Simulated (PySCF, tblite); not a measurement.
# C₄H₁₂FPSi₂: geometry, infrared bands and NMR shifts

What infrared bands and NMR shifts should C₄H₁₂FPSi₂ (`C[SiH2]/C=C(\CF)[SiH2]P`) show?

Programs: tblite 0.8.0 and PySCF 2.14.0, with density-fitted response routines of our own. Each step states its level of theory. These are calculated values for one molecule in the gas phase, unless marked as measured. Atoms count from 0, in the outputs and in this text.

## 1. The starting structure

20 atoms, charge 0, multiplicity 1; geometry from: force field or distance geometry start.

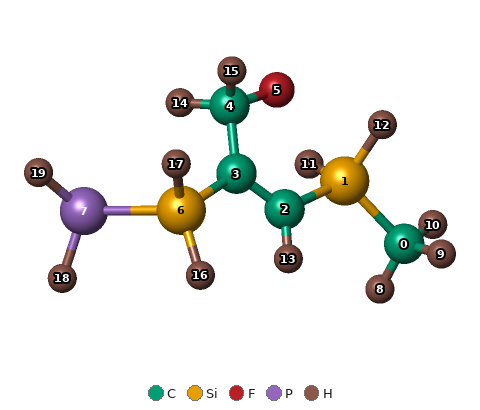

The starting geometry (carbon teal, silicon amber, fluorine red, phosphorus purple, hydrogen brown), atoms numbered.

## 2. Geometry optimisation with GFN2-xTB

What the job is given:

```
{"job": {"kind": "relax", "xc": "GFN2-xTB", "basis": "xTB"}, "charge": 0, "multiplicity": 1}
C     -3.497200     0.685900     0.275100
Si    -2.082400    -0.183600    -0.525800
C     -0.482200     0.100500     0.346900
C      0.674700    -0.393600    -0.050400
C      0.733200    -1.269600    -1.242600
F     -0.511500    -1.413400    -1.806700
Si     2.160400     0.003500     0.939500
P      3.541000     1.123100    -0.381300
H     -3.296300     1.783200     0.389100
H     -3.856200     0.226500     1.227600
H     -4.378400     0.597200    -0.431500
H     -1.944100     0.373000    -1.885900
H     -2.459600    -1.608500    -0.598200
H     -0.488300     0.731800     1.228400
H      1.444700    -0.762900    -1.947800
H      1.142300    -2.288300    -0.993100
H      1.877200     0.754200     2.168300
H      2.852000    -1.296700     1.216500
H      3.771000     2.440600     0.213500
H      4.794600     0.407900    -0.554200
```

Command:

```console
OMP_NUM_THREADS=1 python probes_run.py task.json out
```

The driver reads the jobs from task.json and runs them one after another.

The log of the run:

```text
step      E/eV     max force
  0    -688.52962    2.219
  1    -688.85085    1.369
  2    -689.12292    1.078
  3    -689.27644    1.001
  4    -689.42994    0.893
  5    -689.47463    0.614
  6    -689.51048    0.457
  7    -689.53288    0.402
  8    -689.55394    0.403
  9    -689.56963    0.370
 10    -689.58162    0.252
 11    -689.59418    0.243
 12    -689.60697    0.224
 13    -689.61630    0.211
 14    -689.62300    0.170
 15    -689.62810    0.182
 16    -689.63186    0.147
 17    -689.63444    0.099
 18    -689.63626    0.108
 19    -689.63778    0.090
 20    -689.63927    0.090
 21    -689.64073    0.092
 22    -689.64208    0.085
 23    -689.64322    0.087
 24    -689.64416    0.084
 25    -689.64498    0.066
 26    -689.64576    0.073
 27    -689.64663    0.082
 28    -689.64770    0.117
 29    -689.64901    0.140
 30    -689.65043    0.109
 31    -689.65163    0.078
 32    -689.65243    0.063
 33    -689.65299    0.061
 34    -689.65357    0.062
 35    -689.65436    0.070
 36    -689.65534    0.079
 37    -689.65625    0.056
 38    -689.65693    0.054
 39    -689.65751    0.055
 40    -689.65819    0.076
 41    -689.65889    0.066
 42    -689.65942    0.054
 43    -689.65975    0.042
 44    -689.66001    0.053
 45    -689.66035    0.062
 46    -689.66082    0.062
 47    -689.66129    0.055
 48    -689.66163    0.038
 49    -689.66187    0.046
 50    -689.66207    0.038
 51    -689.66225    0.033
 52    -689.66245    0.045
 53    -689.66265    0.052
 54    -689.66287    0.042
 55    -689.66306    0.033
 56    -689.66320    0.022
 57    -689.66330    0.029
 58    -689.66340    0.035
 59    -689.66352    0.036
 60    -689.66368    0.043
 61    -689.66385    0.035
 62    -689.66401    0.040
 63    -689.66414    0.031
 64    -689.66425    0.023
 65    -689.66434    0.020
 66    -689.66441    0.018
 67    -689.66447    0.017
 68    -689.66452    0.019
 69    -689.66459    0.021
 70    -689.66467    0.020
 71    -689.66476    0.029
 72    -689.66487    0.034
 73    -689.66502    0.036
 74    -689.66528    0.041
 75    -689.66565    0.044
 76    -689.66600    0.040
 77    -689.66623    0.033
 78    -689.66640    0.032
 79    -689.66656    0.031
 80    -689.66676    0.034
 81    -689.66700    0.037
 82    -689.66729    0.052
 83    -689.66769    0.050
 84    -689.66834    0.059
 85    -689.66933    0.078
 86    -689.66991    0.062
 87    -689.66986    0.125
 88    -689.67047    0.040
 89    -689.67064    0.034
 90    -689.67122    0.044
 91    -689.67183    0.052
 92    -689.67250    0.068
 93    -689.67311    0.049
 94    -689.67360    0.070
 95    -689.67420    0.066
 96    -689.67466    0.045
 97    -689.67548    0.061
 98    -689.67586    0.059
 99    -689.67663    0.061
100    -689.67736    0.064
101    -689.67825    0.084
102    -689.67905    0.071
103    -689.67910    0.182
104    -689.68008    0.067
105    -689.68044    0.049
106    -689.68114    0.045
107    -689.68171    0.063
108    -689.68272    0.079
109    -689.68359    0.073
110    -689.68423    0.052
111    -689.68459    0.037
112    -689.68475    0.093
113    -689.68497    0.039
114    -689.68514    0.031
115    -689.68558    0.030
116    -689.68594    0.046
117    -689.68653    0.059
118    -689.68718    0.061
119    -689.68796    0.070
120    -689.68882    0.099
121    -689.68836    0.235
122    -689.69040    0.073
123    -689.69122    0.071
124    -689.69262    0.161
125    -689.69347    0.052
126    -689.69409    0.050
127    -689.69539    0.211
128    -689.69675    0.063
129    -689.69742    0.053
130    -689.69748    0.277
131    -689.69946    0.048
132    -689.70007    0.047
133    -689.70110    0.051
134    -689.70142    0.052
135    -689.70218    0.045
136    -689.70260    0.049
137    -689.70289    0.037
138    -689.70307    0.028
139    -689.70323    0.023
140    -689.70334    0.020
141    -689.70342    0.015
142    -689.70345    0.015
143    -689.70346    0.016
144    -689.70349    0.019
145    -689.70354    0.020
146    -689.70360    0.018
147    -689.70364    0.015
148    -689.70367    0.012
149    -689.70369    0.012
150    -689.70372    0.012
151    -689.70375    0.013
152    -689.70377    0.012
153    -689.70379    0.013
154    -689.70380    0.013
155    -689.70382    0.012
156    -689.70384    0.015
157    -689.70386    0.013
158    -689.70388    0.010
159    -689.70391    0.011
160    -689.70392    0.010
```

Wall time 2.6 s (1 thread of Arm Neoverse N1, shared host); peak memory 0.18 GiB.

Relaxation path: (not every step is listed)

```
step  energy from step 0 (eV)  largest force (eV/Å)
   0                   0.0000                2.2194
   1                  -0.3212                1.3685
   2                  -0.5933                1.0781
   3                  -0.7468                1.0008
   4                  -0.9003                0.8929
   5                  -0.9450                0.6143
   6                  -0.9809                0.4573
   7                  -1.0033                0.4023
   8                  -1.0243                0.4031
  22                  -1.1125                0.0850
  36                  -1.1257                0.0791
  50                  -1.1324                0.0382
  64                  -1.1346                0.0235
  78                  -1.1368                0.0318
  92                  -1.1429                0.0675
 106                  -1.1515                0.0453
 120                  -1.1592                0.0985
 134                  -1.1718                0.0516
 148                  -1.1740                0.0119
 155                  -1.1742                0.0122
 156                  -1.1742                0.0149
 157                  -1.1742                0.0130
 158                  -1.1743                0.0102
 159                  -1.1743                0.0110
 160                  -1.1743                0.0103
```

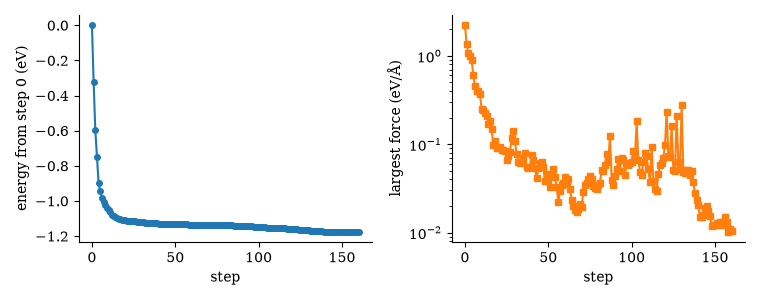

Energy and largest force along the relaxation.

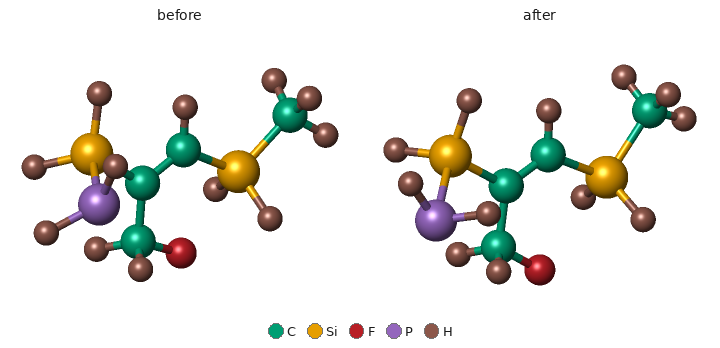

Before and after, at one scale.

Distances of close pairs at the start and the end, largest changes first:

```csv
bond,before (Å),after (Å),change (Å)
P7–H18,1.464,1.384,-0.079
P7–H19,1.454,1.381,-0.073
C3–Si6,1.829,1.894,+0.065
C0–Si1,1.844,1.901,+0.058
Si1–C2,1.845,1.894,+0.049
C0–H10,1.133,1.086,-0.047
C0–H8,1.121,1.087,-0.035
C0–H9,1.117,1.087,-0.030
```

The final coordinates are the input of the step that follows.

## 3. Harmonic vibrations with GFN2-xTB

What the job is given:

```
{"job": {"kind": "ir", "xc": "GFN2-xTB", "basis": "xTB"}, "charge": 0, "multiplicity": 1}
C     -3.504519     0.698269     0.427956
Si    -2.202965    -0.152541    -0.666410
C     -0.561647     0.071337     0.252164
C      0.647114    -0.368799    -0.091359
C      0.926520    -1.144868    -1.337930
F     -0.174303    -1.332085    -2.137478
Si     2.192362    -0.063376     0.960630
P      3.853329     0.470642    -0.450256
H     -3.303753     1.760705     0.535683
H     -3.534763     0.267513     1.425111
H     -4.497262     0.596907     0.000359
H     -2.168204     0.514635    -1.970053
H     -2.533555    -1.575020    -0.786917
H     -0.621637     0.624028     1.182569
H      1.675268    -0.624249    -1.951708
H      1.307939    -2.143568    -1.091695
H      1.883206     0.963523     1.961262
H      2.622847    -1.292299     1.640176
H      3.322611     1.694214    -0.821216
H      4.666265     1.045710     0.506380
```

The log of the run:

```text
mode    cm-1     km/mol
  1      16.5      0.52
  2      36.2      4.48
  3      76.2      0.13
  4      90.6      0.80
  5     107.3      5.46
  6     122.1      6.07
  7     127.2      0.64
  8     158.3      0.61
  9     169.3      9.07
 10     222.0      3.30
 11     292.5      0.63
 12     359.0      1.78
 13     390.8     21.28
 14     431.6     69.57
 15     468.5     51.95
 16     489.0     12.25
 17     553.2     17.60
 18     620.0     11.33
 19     635.4    353.71
 20     676.3    184.70
 21     683.8     97.66
 22     711.3    102.63
 23     733.4      6.86
 24     751.9     30.21
 25     770.4     32.38
 26     776.6    391.14
 27     791.8      3.47
 28     828.8     82.60
 29     833.2     40.94
 30     841.5    340.40
 31     969.8      9.93
 32     989.8     21.47
 33    1074.6    101.07
 34    1143.6     12.26
 35    1217.2      0.66
 36    1279.7     10.09
 37    1327.0      8.21
 38    1378.9     10.89
 39    1425.3      3.14
 40    1496.1      0.01
 41    1501.3      0.08
 42    1649.9     20.60
 43    2207.1    191.60
 44    2219.6    194.86
 45    2239.0    404.68
 46    2244.1    206.03
 47    2308.6    134.83
 48    2396.7    130.05
 49    2881.9     35.72
 50    2916.5     29.75
 51    3021.3     30.65
 52    3032.3     43.65
 53    3034.5     32.89
 54    3047.4     27.83
```

Wall time 1.8 s (1 thread of Arm Neoverse N1, shared host); peak memory 0.18 GiB.

Which atoms move in the most intense modes:

| cm⁻¹ | km/mol | atoms |
| --- | --- | --- |
| 635 | 353.7 | H16 32 %, H19 24 %, H17 19 %, H18 11 % |
| 676 | 184.7 | H19 43 %, H11 12 %, H12 12 % |
| 777 | 391.1 | H17 25 %, H16 24 %, H11 17 %, H12 16 % |
| 842 | 340.4 | H10 31 %, Si1 15 %, C0 12 % |
| 2207 | 191.6 | H17 95 % |
| 2220 | 194.9 | H16 96 % |
| 2239 | 404.7 | H12 87 % |
| 2244 | 206.0 | H11 88 % |

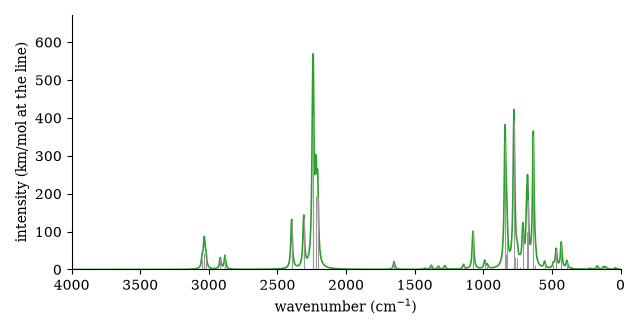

The infrared spectrum from these modes, unscaled. Lines are broadened to a width of 14 cm⁻¹ (Lorentzian).

## 4. Nuclear shieldings: PBE0/pcSseg-1

Same as in step 3 but for these lines:

```diff
@@ -1,2 +1,2 @@
-{"job": {"kind": "ir", "xc": "GFN2-xTB", "basis": "xTB"}, "charge": 0, "multiplicity": 1}
+{"job": {"kind": "nmr", "xc": "PBE0", "basis": "pcSseg-1"}, "charge": 0, "multiplicity": 1}
 C     -3.504519     0.698269     0.427956
```

Level: GIAO PBE0/pcSseg-1 NMR shielding, non-relativistic, gas phase.

The log of the run:

```text
coarse grid: 17744 points
cycle   1  E = -1178.9548053447  dE =  5.283e-01  |g| = 5.693e-01  |ddm| = 3.969e+00
cycle   2  E = -1178.9160075251  dE =  3.880e-02  |g| = 7.387e-01  |ddm| = 1.090e+00
cycle   3  E = -1179.0218031078  dE = -1.058e-01  |g| = 1.005e-01  |ddm| = 6.794e-01
cycle   4  E = -1179.0235339417  dE = -1.731e-03  |g| = 4.918e-02  |ddm| = 1.270e-01
cycle   5  E = -1179.0241260872  dE = -5.921e-04  |g| = 1.054e-02  |ddm| = 4.740e-02
cycle   6  E = -1179.0241476338  dE = -2.155e-05  |g| = 3.842e-03  |ddm| = 1.107e-02
cycle   7  E = -1179.0241508261  dE = -3.192e-06  |g| = 5.974e-04  |ddm| = 4.024e-03
final grid: 156680 points
cycle   8  E = -1179.0777621439  dE = -3.495e-05  |g| = 8.274e-03  |ddm| = 2.880e-02
cycle   9  E = -1179.0777529954  dE =  9.149e-06  |g| = 1.057e-02  |ddm| = 1.694e-02
cycle  10  E = -1179.0777789778  dE = -2.598e-05  |g| = 9.807e-04  |ddm| = 9.502e-03
cycle  11  E = -1179.0777791207  dE = -1.429e-07  |g| = 2.750e-04  |ddm| = 9.877e-04
cycle  12  E = -1179.0777791323  dE = -1.167e-08  |g| = 9.782e-05  |ddm| = 2.821e-04
cycle  13  E = -1179.0777791346  dE = -2.218e-09  |g| = 3.549e-05  |ddm| = 1.270e-04
cycle  14  E = -1179.0777791349  dE = -2.992e-10  |g| = 6.935e-06  |ddm| = 3.223e-05
converged SCF energy = -1179.0777791349

GIAO shielding tensors (ppm)
atom      isotropic    diamagn.    paramagn.     s11        s22        s33       span
  0 C      191.404     252.936     -61.532    186.476    191.853    195.884      9.407
  1 Si     403.324     881.419    -478.095    366.234    401.334    442.403     76.169
  2 C       40.396     259.048    -218.653    -74.223     34.200    161.209    235.432
  3 C       27.978     266.904    -238.926    -82.545     15.878    150.601    233.146
  4 C       94.836     243.105    -148.268     60.718     77.933    145.857     85.139
  5 F      425.554     475.631     -50.077    390.752    432.153    453.758     63.007
  6 Si     399.263     882.353    -483.090    348.035    412.226    437.530     89.495
  7 P      621.239     967.724    -346.485    549.012    609.068    705.638    156.626
  8 H       31.539      31.304       0.234     27.401     29.088     38.127     10.726
  9 H       31.565      31.072       0.493     27.412     29.095     38.188     10.775
 10 H       31.636      27.215       4.421     27.023     28.436     39.448     12.425
 11 H       27.127      30.435      -3.308     22.909     27.501     30.972      8.063
 12 H       27.126      30.280      -3.155     22.842     27.468     31.067      8.225
 13 H       25.107      36.144     -11.038     21.381     23.225     30.715      9.334
 14 H       26.176      29.876      -3.700     19.817     25.518     33.194     13.377
 15 H       26.215      28.934      -2.719     21.531     27.141     29.973      8.442
 16 H       26.959      30.845      -3.885     23.004     26.091     31.783      8.779
 17 H       27.086      29.659      -2.573     24.136     25.219     31.902      7.765
 18 H       30.646      31.484      -0.838     25.389     28.331     38.219     12.830
 19 H       30.591      29.073       1.518     25.340     26.676     39.759     14.419
```

It took 81 s on 1 thread of Arm Neoverse N1, shared host; peak memory 0.9 GiB.

The references, computed at this level on geometries of the same kind, shield at (ppm): ¹H TMS 31.72, ¹³C TMS 186.9, ²⁹Si TMS 349.2, ¹⁹F CFCl3 170.9, ³¹P H3PO4 318.4. Their shielding less the atom's gives the shift. The references are single molecules in the gas phase, so shifts against H2O, NH3, PH3, H3PO4 or CFCl3 are not on the usual liquid scales and can be off by tens of ppm. Atoms listed in one row are averaged.

```csv
atoms,environment,σ (ppm),δ (ppm),δ scaled to CDCl3
C3,fully substituted alkene carbon,28.0,158.9,153.2
C2,alkene CH,40.4,146.5,141.1
C4,allylic sp3 CH2 bonded to F,94.8,92.1,88.0
C0,methyl carbon bonded to Si,191.4,-4.5,-6.3
H13,hydrogen on an alkene CH,25.11,6.61,6.34
"H14, H15",hydrogen on an allylic sp3 CH2 bonded to F,26.20,5.52,5.31
"H16, H17","hydrogen on a silicon bonded to C, P",27.02,4.69,–
"H11, H12",hydrogen on a silicon bonded to 2 C,27.13,4.59,–
"H18, H19",hydrogen on a phosphorus bonded to Si,30.62,1.10,–
"H8, H9, H10",hydrogen on a methyl carbon bonded to Si,31.58,0.14,0.23
Si6,"silicon bonded to C, P, 2 H",399.3,-50.1,–
Si1,"silicon bonded to 2 C, 2 H",403.3,-54.2,–
F5,fluorine on an sp3 carbon,425.6,-254.6,–
P7,"phosphorus bonded to Si, 2 H",621.2,-302.9,–
```

The scaled column applies a straight-line fit of computed shieldings to shifts measured in CDCl3, and one for carbons that bear F (root-mean-square error 0.16 ppm for H, 1.9 ppm for C).

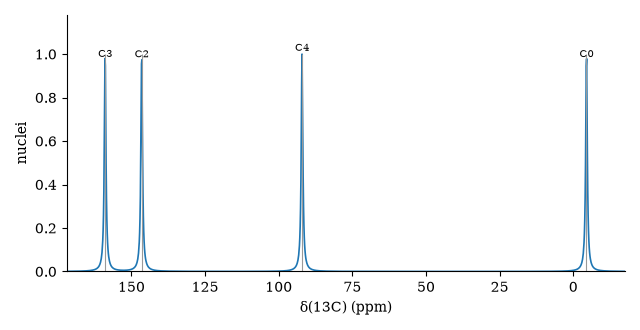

¹³C lines at the computed shifts, without couplings. Lines are broadened to a width of 0.65 ppm (Lorentzian).

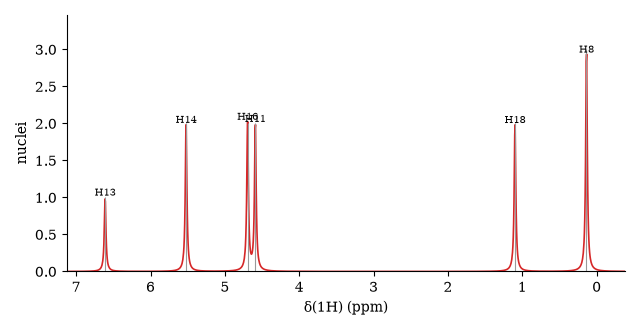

¹H lines at the computed shifts, without couplings. Lines are broadened to a width of 0.03 ppm (Lorentzian).

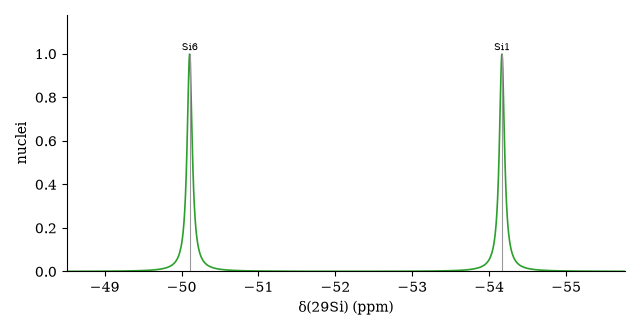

²⁹Si lines at the computed shifts, without couplings. Lines are broadened to a width of 0.08 ppm (Lorentzian).

Charges from the same density, by scheme (e):

| atoms | Mulliken | IAO | Hirshfeld | ESP fit |
| --- | --- | --- | --- | --- |
| C0 | -0.64 | -0.72 | -0.22 | -0.78 |
| Si1 | 0.70 | 0.77 | 0.32 | 0.73 |
| C2 | -0.34 | -0.41 | -0.14 | -0.44 |
| C3 | -0.56 | -0.25 | -0.09 | -0.04 |
| C4 | 0.27 | 0.03 | 0.02 | 0.18 |
| F5 | -0.33 | -0.31 | -0.08 | -0.26 |
| Si6 | 0.50 | 0.57 | 0.28 | 0.25 |
| P7 | -0.27 | -0.12 | -0.02 | -0.42 |

IAO charges:

C0 -0.72; Si1 0.77; C2 -0.41; C3 -0.25; C4 0.03; F5 -0.31; Si6 0.57; P7 -0.12; H8 0.15; H9 0.15; H10 0.16; H11 -0.12; H12 -0.12; H13 0.15; H14 0.15; H15 0.15; H16 -0.11; H17 -0.11; H18 0.00; H19 0.01

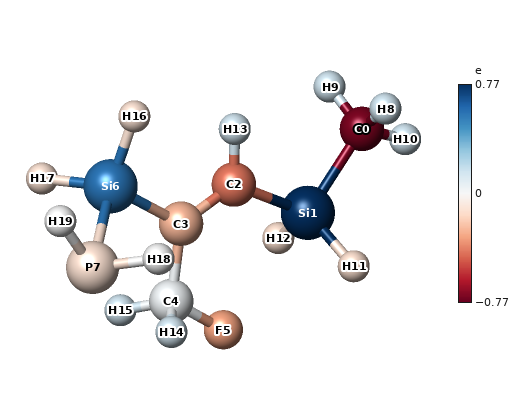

IAO charges, as colours on the atoms.

Mayer bond orders: C0–Si1 0.93, Si1–C2 0.84, C2–C3 1.95, C3–C4 1.01, C4–F5 0.87, C3–Si6 0.85, Si6–P7 0.99.

## 5. What came out

| quantity | value |
| --- | --- |
| strongest single infrared mode (GFN2-xTB) | 2239 cm⁻¹, 405 km/mol |
| zero-point energy (GFN2-xTB) | 86.9 kcal/mol |
| ¹³C shifts against TMS (PBE0/pcSseg-1) | 158.9, 146.5, 92.1, -4.5 ppm |
| ¹H shifts against TMS (PBE0/pcSseg-1, means over atoms taken as alike) | 6.61, 5.52, 4.69, 4.59, 1.10, 0.14 ppm |
| ²⁹Si shifts against TMS (PBE0/pcSseg-1) | -50.1, -54.2 ppm |
| ¹⁹F shifts against CFCl3 (PBE0/pcSseg-1) | -254.6 ppm |
| ³¹P shifts against H3PO4 (PBE0/pcSseg-1) | -302.9 ppm |

In words: Relaxing lowered the energy by 1.174 eV in 160 steps; the close pair that moved most is P7–H18, from 1.464 to 1.384 Å. No mode is imaginary among the 54: a minimum at this level. The strongest single mode, at 2239 cm⁻¹, moves mainly H12. Unscaled tight-binding wavenumbers are off by several per cent, some by more. Its intensities can rank the bands wrongly. H13 (hydrogen on an alkene CH) lies farthest downfield among hydrogen, at 6.61 ppm; olefinic region.
